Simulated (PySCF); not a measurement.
# [Eu(H2O)6]3+: forces at shaken geometries

How stiff is [Eu(H2O)6]3+? Its atoms are displaced at random by several amounts. The species was built from a template and needn't be a known compound.

The runs use PySCF 2.14.0; PBE, Eu lcecp-1-SVP with ECP52, O def2-SVP, H def2-SVP; scalar-relativistic core potentials, no spin–orbit coupling.

3 further runs of the same task are left out: 2 for a known fault of the program, 1 that didn't finish.

**1. The starting structure**

19 atoms, charge 3, spin multiplicity 1.

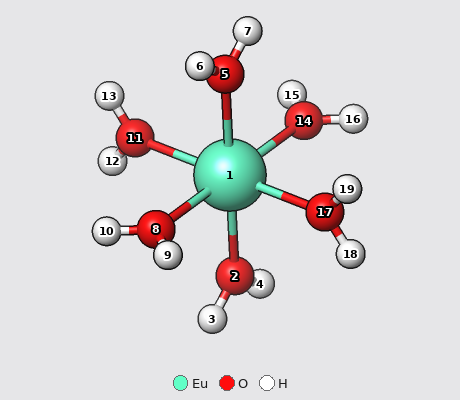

The structure; europium green, oxygen red, hydrogen white; atoms are numbered from 1 in the order of the file.

Coordinates:

```
Eu    0.0000    0.0000    0.0000
O     0.0000    0.0000    2.4029
H     0.7761   -0.0012    3.0133
H    -0.7761    0.0012    3.0133
O     0.0000    0.0000   -2.4029
H     0.7761    0.0012   -3.0133
H    -0.7761   -0.0012   -3.0133
O     2.4032    0.0000    0.0000
H     3.0138   -0.7756   -0.0013
H     3.0138    0.7756    0.0013
O     0.0000    2.4026    0.0000
H     0.0027    3.0130    0.7761
H    -0.0027    3.0130   -0.7761
O    -2.4032    0.0000    0.0000
H    -3.0138    0.7756   -0.0013
H    -3.0138   -0.7756    0.0013
O     0.0000   -2.4026    0.0000
H    -0.0027   -3.0130    0.7761
H     0.0027   -3.0130   -0.7761
```

Formal oxidation states: Eu +3. Each metal's 6 4f electrons lie in its core potential, so multiplicities, spins and levels count the valence alone. An earlier session relaxed this geometry at PBE, Eu lcecp-1-SVP with ECP52, O def2-SVP, H def2-SVP (singlet, point group Th).

Its energy there is -492.250211 Eh.

**2. Atoms moved at random, σ = 0.15 Å**

run.py (the lines that set the calculation) reads:

```python
mol = gto.M(atom='''
Eu    -0.03729    -0.12690    -0.15005
O     -0.05322    -0.13611     2.37842
H      0.62419    -0.00613     3.19443
H     -0.66701    -0.16571     3.04518
O     -0.05960     0.00531    -2.54331
H      0.70567    -0.10021    -3.06135
H     -0.64353     0.05220    -3.12698
O      2.58795    -0.01858     0.10281
H      2.95741    -0.84468     0.19914
H      2.83206     0.93412    -0.28286
O      0.13841     2.26314     0.16247
H     -0.29487     3.17479     0.60271
H      0.19961     2.93062    -0.86583
O     -2.33944     0.12219    -0.01201
H     -3.04550     0.95825     0.16699
H     -2.76545    -0.63453     0.03567
O      0.12323    -2.57447     0.06927
H      0.06897    -2.81050     0.97646
H     -0.33160    -3.02279    -0.89117''',
    basis={'Eu': 'lcecp-1-SVP', 'O': 'def2-SVP', 'H': 'def2-SVP'},
    ecp={'Eu': 'lcecp-1-SVP'},
    charge=3, spin=0)
mf = dft.RKS(mol, xc='PBE')
mf.grids.atom_grid = (50, 194)  # f atoms: unpruned, at least (60, 302)
mf = mf.density_fit()  # fitting sets: Eu AutoAux, O def2-universal-JKFIT, H def2-universal-JKFIT
mf.conv_tol = 1e-08; mf.max_cycle = 55
mf.kernel(dm0)  # dm0: the density of the relaxed state
```

On the command line:

```sh
OMP_NUM_THREADS=4 python run.py
```

The log of the run:

```text
init E= -491.239158066284
  HOMO = -0.862409958992032  LUMO = -0.69317892149866  gap/eV = 4.60501
cycle= 1 E= -491.891459895901  delta_E= -0.652  |g|= 0.798  |ddm|= 1.43
  HOMO = -0.585511881048202  LUMO = -0.511324794401397  gap/eV = 2.01873
cycle= 2 E= -491.242745810335  delta_E= 0.649  |g|= 1.93  |ddm|=  1.9
  HOMO = -0.71529282419958  LUMO = -0.51364593097168  gap/eV = 5.48709
cycle= 3 E= -492.016392971423  delta_E= -0.774  |g|= 0.196  |ddm|= 1.43
  HOMO = -0.727790119699114  LUMO = -0.530415966839526  gap/eV = 5.37082
cycle= 4 E= -492.022518745067  delta_E= -0.00613  |g|= 0.118  |ddm|= 0.222
  HOMO = -0.721970182347101  LUMO = -0.532776762090548  gap/eV = 5.14822
cycle= 5 E= -492.02483661889  delta_E= -0.00232  |g|= 0.0345  |ddm|= 0.0959
  HOMO = -0.722791677376633  LUMO = -0.529814998392243  gap/eV = 5.25116
cycle= 6 E= -492.025066163666  delta_E= -0.00023  |g|= 0.014  |ddm|= 0.0375
  HOMO = -0.722584632976052  LUMO = -0.530041696558378  gap/eV = 5.23936
cycle= 7 E= -492.02510249515  delta_E= -3.63e-05  |g|= 0.00256  |ddm|= 0.00998
  HOMO = -0.722725584597758  LUMO = -0.530272246792185  gap/eV = 5.23692
cycle= 8 E= -492.025103726064  delta_E= -1.23e-06  |g|= 0.000795  |ddm|= 0.00235
  HOMO = -0.722754645406019  LUMO = -0.530232434985518  gap/eV = 5.23880
cycle= 9 E= -492.025103833365  delta_E= -1.07e-07  |g|= 0.0004  |ddm|= 0.00076
  HOMO = -0.722734533297427  LUMO = -0.530216611950048  gap/eV = 5.23868
cycle= 10 E= -492.025103863467  delta_E= -3.01e-08  |g|= 3.73e-05  |ddm|= 0.00028
  HOMO = -0.722741197314203  LUMO = -0.530221208477741  gap/eV = 5.23874
cycle= 11 E= -492.025103863745  delta_E= -2.79e-10  |g|= 1.84e-05  |ddm|= 4.44e-05
  HOMO = -0.722735882817218  LUMO = -0.53022133518136  gap/eV = 5.23859
Extra cycle  E= -492.02510386353  delta_E= 2.16e-10  |g|= 3.83e-05  |ddm|= 3.91e-05
converged SCF energy = -492.02510386353
```

Run time: 10 s. Hardware: 4 threads of Arm Neoverse V2, shared host.

Result: E = -492.025104 Eh (+6.125 eV from the relaxed state), HOMO -19.67 eV, LUMO -14.43 eV, Mulliken charge on Eu1 +1.10 e, largest force component 10.256 eV/Å. 

| atom | Fx | Fy | Fz (eV/Å) |
| --- | --- | --- | --- |
| Eu1 | 1.550 | 0.303 | 1.397 |
| O2 | 4.959 | 0.498 | -0.292 |
| H3 | 0.050 | -0.154 | -2.845 |
| H4 | -5.035 | -0.423 | 2.477 |
| O5 | 6.950 | -0.605 | 10.256 |
| H6 | 2.987 | -0.375 | -1.539 |
| H7 | -9.826 | 0.895 | -8.853 |
| O8 | -5.182 | 6.442 | -1.283 |
| H9 | 3.353 | -3.023 | -0.106 |
| H10 | 1.062 | -3.392 | 1.186 |
| O11 | -1.473 | 5.922 | -3.609 |
| H12 | 1.332 | -3.163 | -0.309 |
| H13 | 0.148 | -2.919 | 3.596 |
| O14 | 1.953 | 9.408 | 0.150 |
| H15 | 2.138 | -2.988 | -0.620 |
| H16 | -4.719 | -6.650 | 0.498 |
| O17 | -1.142 | 2.154 | -6.681 |
| H18 | -0.744 | -2.258 | 1.863 |
| H19 | 1.638 | 0.327 | 4.714 |

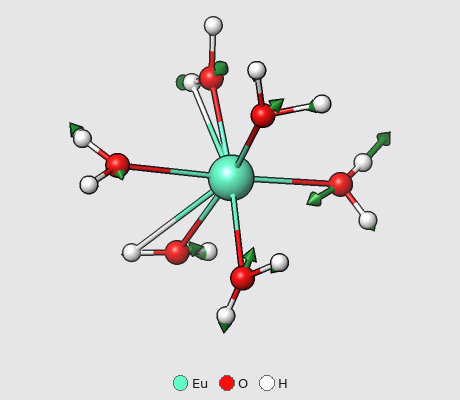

Forces as arrows, the longest for the largest force.

**3. Atoms moved at random, σ = 0.15 Å**

run.py (the lines that set the calculation) reads:

```python
mol = gto.M(atom='''
Eu     0.01366     0.18730     0.19631
O      0.04685    -0.05836     2.17424
H      0.71998     0.08756     2.68228
H     -0.72669    -0.25013     3.18580
O     -0.16378    -0.10234    -2.33586
H      1.01751     0.00096    -2.98817
H     -0.91901     0.18186    -3.08926
O      2.30638     0.03870     0.06789
H      3.06650    -0.51954     0.08609
H      3.02109     0.91686    -0.16835
O      0.01492     2.37812    -0.03576
H     -0.17046     2.91599     0.56566
H     -0.15476     3.04161    -0.59898
O     -2.31542    -0.20759    -0.17461
H     -2.81350     0.96775    -0.02924
H     -3.20018    -1.05941     0.25546
O     -0.07260    -2.42767    -0.00952
H      0.18261    -2.89713     0.91230
H      0.14689    -3.19453    -0.69629''',
    basis={'Eu': 'lcecp-1-SVP', 'O': 'def2-SVP', 'H': 'def2-SVP'},
    ecp={'Eu': 'lcecp-1-SVP'},
    charge=3, spin=0)
mf = dft.RKS(mol, xc='PBE')
mf.grids.atom_grid = (50, 194)  # f atoms: unpruned, at least (60, 302)
mf = mf.density_fit()  # fitting sets: Eu AutoAux, O def2-universal-JKFIT, H def2-universal-JKFIT
mf.conv_tol = 1e-08; mf.max_cycle = 55
mf.kernel(dm0)  # dm0: the density of the relaxed state
```

On the command line:

```sh
OMP_NUM_THREADS=4 python run.py
```

The log of the run:

```text
init E= -490.573335966291
  HOMO = -0.960639469547133  LUMO = -0.806708522977626  gap/eV = 4.18867
cycle= 1 E= -491.586489829168  delta_E= -1.01  |g|= 1.15  |ddm|= 1.61
  HOMO = -0.481451238963482  LUMO = -0.479305191795404  gap/eV = 0.05840
cycle= 2 E= -486.478802280191  delta_E= 5.11  |g|=    4  |ddm|=  4.3
  HOMO = -0.668064100833291  LUMO = -0.545400153459902  gap/eV = 3.33786
cycle= 3 E= -491.764884508799  delta_E= -5.29  |g|= 0.732  |ddm|=    4
  HOMO = -0.704962054201915  LUMO = -0.537190507319529  gap/eV = 4.56530
cycle= 4 E= -491.859038210415  delta_E= -0.0942  |g|= 0.334  |ddm|= 0.691
  HOMO = -0.689906809981539  LUMO = -0.563160844951931  gap/eV = 3.44893
cycle= 5 E= -491.880543390996  delta_E= -0.0215  |g|= 0.0861  |ddm|=  0.3
  HOMO = -0.680755368041819  LUMO = -0.55755833052643  gap/eV = 3.35236
cycle= 6 E= -491.881449383211  delta_E= -0.000906  |g|= 0.0585  |ddm|= 0.0867
  HOMO = -0.685707397734121  LUMO = -0.556990170056196  gap/eV = 3.50257
cycle= 7 E= -491.882091400409  delta_E= -0.000642  |g|= 0.013  |ddm|= 0.0435
  HOMO = -0.684917860829099  LUMO = -0.556903985302309  gap/eV = 3.48343
cycle= 8 E= -491.882121862247  delta_E= -3.05e-05  |g|= 0.00553  |ddm|= 0.0113
  HOMO = -0.685307607951304  LUMO = -0.557005373393842  gap/eV = 3.49128
cycle= 9 E= -491.882127365103  delta_E= -5.5e-06  |g|= 0.000945  |ddm|= 0.00387
  HOMO = -0.68528585200384  LUMO = -0.557010990003118  gap/eV = 3.49054
cycle= 10 E= -491.882127495361  delta_E= -1.3e-07  |g|= 0.000529  |ddm|= 0.001
  HOMO = -0.685294742935616  LUMO = -0.557024354292945  gap/eV = 3.49042
cycle= 11 E= -491.882127546312  delta_E= -5.1e-08  |g|= 8.88e-05  |ddm|= 0.000368
  HOMO = -0.685289796118952  LUMO = -0.557025181547136  gap/eV = 3.49026
cycle= 12 E= -491.882127548054  delta_E= -1.74e-09  |g|= 2.18e-05  |ddm|= 0.000102
  HOMO = -0.685291311595703  LUMO = -0.557026105047086  gap/eV = 3.49027
Extra cycle  E= -491.882127547901  delta_E= 1.53e-10  |g|= 3.53e-05  |ddm|= 5.07e-05
converged SCF energy = -491.882127547901
```

Run time: 11 s. Hardware: 4 threads of Arm Neoverse V2, shared host.

Result: E = -491.882128 Eh (+10.016 eV from the relaxed state), HOMO -18.65 eV, LUMO -15.16 eV, Mulliken charge on Eu1 +1.01 e, largest force component 11.491 eV/Å. 

| atom | Fx | Fy | Fz (eV/Å) |
| --- | --- | --- | --- |
| Eu1 | -1.113 | -2.985 | -7.304 |
| O2 | -10.428 | -2.720 | 4.587 |
| H3 | 8.196 | 1.614 | 5.625 |
| H4 | 2.430 | 0.532 | -3.875 |
| O5 | 2.562 | 1.668 | -3.960 |
| H6 | -5.032 | -0.447 | 2.188 |
| H7 | 2.698 | -1.063 | 2.261 |
| O8 | 2.492 | 5.073 | -1.104 |
| H9 | 1.342 | -2.561 | 0.291 |
| H10 | -3.042 | -2.427 | 0.805 |
| O11 | 2.972 | -9.175 | -4.949 |
| H12 | -2.381 | 7.422 | 11.491 |
| H13 | -0.705 | 4.058 | -6.558 |
| O14 | -4.668 | 1.821 | 2.684 |
| H15 | 1.195 | -5.122 | -0.627 |
| H16 | 3.335 | 3.666 | -1.856 |
| O17 | 1.581 | -2.265 | 1.468 |
| H18 | -0.788 | 0.970 | -2.616 |
| H19 | -0.647 | 1.940 | 1.449 |

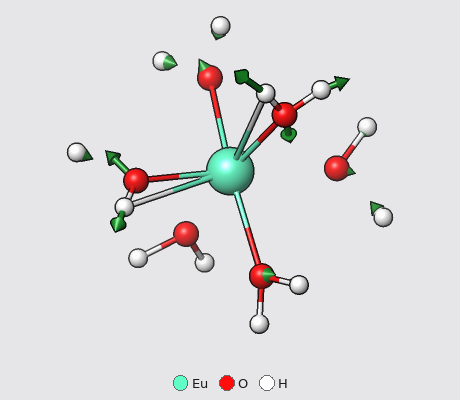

Forces as arrows, the longest for the largest force.

**4. Atoms moved at random, σ = 0.1 Å**

run.py (the lines that set the calculation) reads:

```python
mol = gto.M(atom='''
Eu    -0.00448     0.06204    -0.15397
O      0.10308    -0.10896     2.44703
H      0.77930     0.10466     2.97501
H     -0.79439    -0.05909     3.13339
O      0.04185     0.01519    -2.39351
H      0.69679    -0.01644    -3.06974
H     -0.80381    -0.02655    -3.03309
O      2.33840     0.08294     0.05324
H      3.09577    -0.86583    -0.08365
H      2.99590     0.68160     0.00814
O      0.21843     2.36248     0.06327
H     -0.02710     2.94949     0.80784
H     -0.01859     3.04360    -0.67986
O     -2.43747    -0.08062     0.09774
H     -2.93895     0.80004     0.10243
H     -3.07708    -0.61161    -0.16409
O     -0.08197    -2.48148     0.04961
H     -0.16539    -2.95543     0.65306
H      0.07971    -2.89605    -0.81289''',
    basis={'Eu': 'lcecp-1-SVP', 'O': 'def2-SVP', 'H': 'def2-SVP'},
    ecp={'Eu': 'lcecp-1-SVP'},
    charge=3, spin=0)
mf = dft.RKS(mol, xc='PBE')
mf.grids.atom_grid = (50, 194)  # f atoms: unpruned, at least (60, 302)
mf = mf.density_fit()  # fitting sets: Eu AutoAux, O def2-universal-JKFIT, H def2-universal-JKFIT
mf.conv_tol = 1e-08; mf.max_cycle = 55
mf.kernel(dm0)  # dm0: the density of the relaxed state
```

On the command line:

```sh
OMP_NUM_THREADS=4 python run.py
```

The log of the run:

```text
init E= -491.881739814056
  HOMO = -0.769896196446382  LUMO = -0.575613265639879  gap/eV = 5.28671
cycle= 1 E= -492.052417905442  delta_E= -0.171  |g|= 0.302  |ddm|= 0.99
  HOMO = -0.667152965920199  LUMO = -0.514445924101011  gap/eV = 4.15537
cycle= 2 E= -492.0112863836  delta_E= 0.0411  |g|= 0.558  |ddm|= 0.583
  HOMO = -0.719947889841873  LUMO = -0.519900542831173  gap/eV = 5.44357
cycle= 3 E= -492.069847166827  delta_E= -0.0586  |g|= 0.0723  |ddm|= 0.392
  HOMO = -0.717693319398077  LUMO = -0.523257607479335  gap/eV = 5.29087
cycle= 4 E= -492.070814220966  delta_E= -0.000967  |g|= 0.0224  |ddm|= 0.0637
  HOMO = -0.71763589280356  LUMO = -0.523234873820068  gap/eV = 5.28992
cycle= 5 E= -492.070903868979  delta_E= -8.96e-05  |g|= 0.0056  |ddm|= 0.0171
  HOMO = -0.718078637132216  LUMO = -0.523107957124861  gap/eV = 5.30542
cycle= 6 E= -492.070909707002  delta_E= -5.84e-06  |g|= 0.00132  |ddm|= 0.00471
  HOMO = -0.717958419908086  LUMO = -0.523153933578639  gap/eV = 5.30090
cycle= 7 E= -492.070909998212  delta_E= -2.91e-07  |g|= 0.000587  |ddm|= 0.00123
  HOMO = -0.718012880400693  LUMO = -0.523162865646188  gap/eV = 5.30214
cycle= 8 E= -492.070910063504  delta_E= -6.53e-08  |g|= 6.09e-05  |ddm|= 0.000422
  HOMO = -0.718007175569092  LUMO = -0.52316211199065  gap/eV = 5.30200
cycle= 9 E= -492.070910064084  delta_E= -5.8e-10  |g|= 3.63e-05  |ddm|= 7.13e-05
  HOMO = -0.718015754844899  LUMO = -0.523161757344088  gap/eV = 5.30225
Extra cycle  E= -492.070910063379  delta_E= 7.05e-10  |g|= 7.14e-05  |ddm|= 6.92e-05
converged SCF energy = -492.070910063379
```

It took 9.3 s on 4 threads of Arm Neoverse V2, shared host.

Result: E = -492.070910 Eh (+4.879 eV from the relaxed state), HOMO -19.54 eV, LUMO -14.24 eV, Mulliken charge on Eu1 +1.15 e, largest force component 17.077 eV/Å. 

| atom | Fx | Fy | Fz (eV/Å) |
| --- | --- | --- | --- |
| Eu1 | 0.040 | -1.323 | 2.653 |
| O2 | -8.602 | -1.022 | -2.345 |
| H3 | 5.101 | 1.453 | 4.012 |
| H4 | 3.389 | -0.318 | -2.444 |
| O5 | -3.928 | -0.138 | -1.403 |
| H6 | 2.269 | -0.013 | -1.558 |
| H7 | 1.595 | 0.108 | 1.601 |
| O8 | -0.858 | -8.306 | -0.664 |
| H9 | -3.222 | 3.393 | 0.705 |
| H10 | 4.226 | 4.808 | -0.133 |
| O11 | -1.224 | 1.886 | -1.705 |
| H12 | 0.281 | -0.005 | 0.914 |
| H13 | 0.783 | -1.246 | 0.771 |
| O14 | 5.098 | 6.501 | 1.758 |
| H15 | 0.540 | -0.819 | 0.305 |
| H16 | -5.573 | -5.449 | -2.174 |
| O17 | 2.419 | 15.311 | -17.077 |
| H18 | -2.268 | -13.777 | 16.597 |
| H19 | -0.066 | -1.044 | 0.189 |

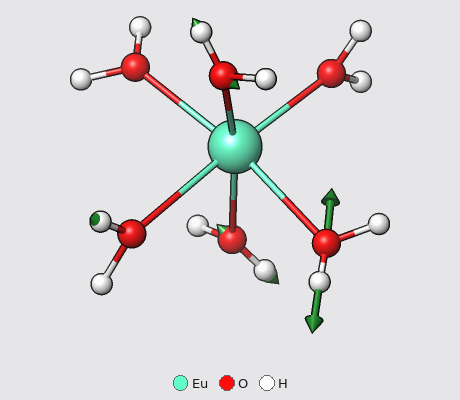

Forces as arrows, the longest for the largest force.

**5. Results**

| σ (Å) | energy rise (eV) | harmonic estimate −½ F·u (eV) | largest force component (eV/Å) |
| --- | --- | --- | --- |
| 0.15 | 6.125 | 6.150 | 10.26 |
| 0.15 | 10.016 | 9.162 | 11.49 |
| 0.1 | 4.879 | 4.890 | 17.08 |

Every displacement raises the energy. For a harmonic well the rise equals −½ F·u; the two differ by at most 9 % here (a move with σ = 0.15 Å), from anharmonicity, the grid and the small forces left at the relaxed point. These are double-zeta-type bases without diffuse functions. Spin–orbit coupling is left out.
